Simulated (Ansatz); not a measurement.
**AsH2 (SMILES [AsH2]): UPBE-QIDH/cc-pVTZ**

Aim: the vertical ionisation energy of AsH2 at UPBE-QIDH/cc-pVTZ, from 2 runs. 

The calculation is run with Ansatz 0.2.0.

34 further runs of the same task are left out: 34 set aside as unsound or not needed.

## (1) The structure to begin with

AsH2: 3 atoms, total charge 0, spin state doublet. As SMILES, `[AsH2]`. The shape is that of a PBE0-D4/def2-TZVP optimisation.

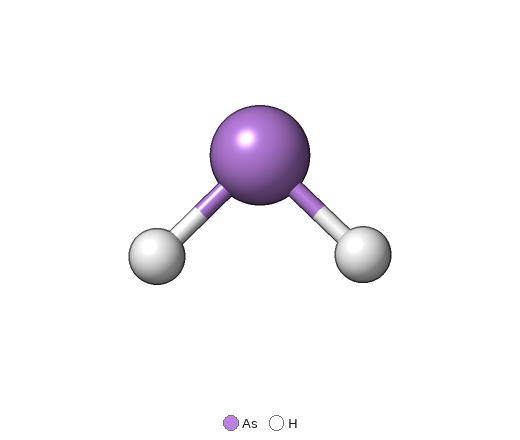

Viewed from a chosen angle; arsenic purple, hydrogen white.

## (2) A single-point energy at UPBE-QIDH/cc-pVTZ

run.yaml

```yaml
crystal:
  periodic: [false, false, false]
  atoms:
    - {symbol: As, position_ang: [-0.573310, 0.327430, -0.274790]}
    - {symbol: H, position_ang: [0.680410, 0.795730, 0.459110]}
    - {symbol: H, position_ang: [-0.107090, -1.123160, -0.184320]}
basis:
  gaussian: {orbitals: cc-pVTZ}
magnetization: {spin_polarized: true, initial_magnetization: 1}
hamiltonian: {xc: {name: PBE-QIDH}}
correlation: {frozen_orbitals: {As: 9, H: 0}}
accuracy: high
output: {orbitals: {seedname: orbitals}}
```

Run with:

```
$ ansatz run run.yaml --threads 1 --pin off --max-ram 3480MiB --events-out events.jsonl --progress --plain --runs-dir runs
```

Standard output:

```text
Warning: RAYON_NUM_THREADS=1 ignored (pool sized by the plan → 1); use --threads N
Functional definition: PBE-QIDH
  name "PBE-QIDH"
  parameter a = 3^(-1/3)
  parameter c = 1/3
  exchange = (1 - a)*pbe_x + a*exact_x
  correlation = (1 - c)*pbe_c + c*(mp2_os + mp2_ss)
1046 factors; integrals over basis functions are off by at most 4.4e-9 eV
mean field evaluation 1: about -60854.9263 eV, gradient 4.4e0 eV
mean field evaluation 2: about -60854.9288 eV, gradient 4.4e0 eV
mean field evaluation 4: about -60855.1403 eV, gradient 3.5e-1 eV
mean field evaluation 8: about -60855.1413 eV, gradient 1.1e-2 eV
mean field evaluation 16: about -60855.1413 eV, gradient 4.7e-6 eV
mean field -60855.14131389 eV, -2236.3851941893 hartree, gradient 5.9e-8 eV, S^2 0.759385; 0 other end points of the search recorded, 0 dependent functions left out
9 core orbitals not correlated: weight in the atoms' cores, before any rotation towards them, 1.000 or more for the frozen orbitals, at most 0.000 for the correlated occupied ones
reference -60855.14131469 eV, -2236.3851942185 hartree; 9, 8 occupied and 53, 54 virtual orbitals, 1046 factors
second order -6.10915971 eV of doubles, -0.00000000 eV of singles
Total energy: -60857.17770126 eV, -2236.4600300447 hartree
```

It took 2.6 s on 1 thread of Intel Xeon 6975P-C (Granite Rapids), shared host; peak memory 0.21 GiB.

## (3) The singlet cation

in.yaml

```yaml
crystal:
  periodic: [false, false, false]
  atoms:
    - symbol: As
      position_ang: [-0.573310, 0.327430, -0.274790]
    - symbol: H
      position_ang: [0.680410, 0.795730, 0.459110]
    - symbol: H
      position_ang: [-0.107090, -1.123160, -0.184320]
basis:
  gaussian: {orbitals: cc-pVTZ}
total_charge: 1
hamiltonian: {xc: {name: PBE-QIDH}}
correlation: {frozen_orbitals: {As: 9, H: 0}}
accuracy: high
output: {orbitals: {seedname: orbitals}}
```

Run with:

```
$ ansatz run in.yaml --threads 1 --pin off --max-ram 3480MiB --events-out events.jsonl --progress --plain --runs-dir runs
```

Standard output, cut to the lines that bear on the results:

```text
Warning: RAYON_NUM_THREADS=1 ignored (pool sized by the plan → 1); use --threads N
[... 2 set-up lines as earlier in the session ...]
[...]
1046 factors; integrals over basis functions are off by at most 4.4e-9 eV
[...]
mean field -60845.76215985 eV, -2236.0405166357 hartree, gradient 1.9e-8 eV, S^2 0.000000; 0 other end points of the search recorded, 0 dependent functions left out; unrestricted orbitals would lower it
9 core orbitals not correlated: weight in the atoms' cores, before any rotation towards them, 1.000 or more for the frozen orbitals, at most 0.000 for the correlated occupied ones
reference -60845.76216066 eV, -2236.0405166653 hartree; 8, 8 occupied and 54, 54 virtual orbitals, 1046 factors
second order -5.59304125 eV of doubles, -0.00000000 eV of singles
Total energy: -60847.62650774 eV, -2236.1090301569 hartree
```

Wall time 2.2 s (1 thread of Intel Xeon 6975P-C (Granite Rapids), shared host); peak memory 0.17 GiB.

## (4) Results

At UPBE-QIDH/cc-pVTZ, 9 core orbitals frozen:

| quantity | value |
| --- | --- |
| doublet AsH2: total energy | -2236.46003 Eh |
| doublet AsH2: HOMO energy (SCF part's orbitals) (highest over α and β) | -8.75 eV |
| doublet AsH2: LUMO energy (SCF part's orbitals) (lowest over α and β) | -1.02 eV |
| doublet AsH2: ⟨S²⟩ | 0.759 |
| singlet cation: total energy | -2236.10903 Eh |
| singlet cation: HOMO energy (SCF part's orbitals) | -18.12 eV |
| singlet cation: LUMO energy (SCF part's orbitals) | -9.96 eV |
| singlet cation: HOMO–LUMO gap (SCF part's orbitals) | 8.16 eV |
| vertical ionisation energy (to the singlet cation) | 9.551 eV |

**Reading.** Removing an electron at fixed nuclei costs 9.55 eV (922 kJ/mol). Only the singlet of the ionised species was computed; a triplet could lie lower. The restricted solution (singlet cation) is unstable to spin breaking: an unrestricted one lies lower.
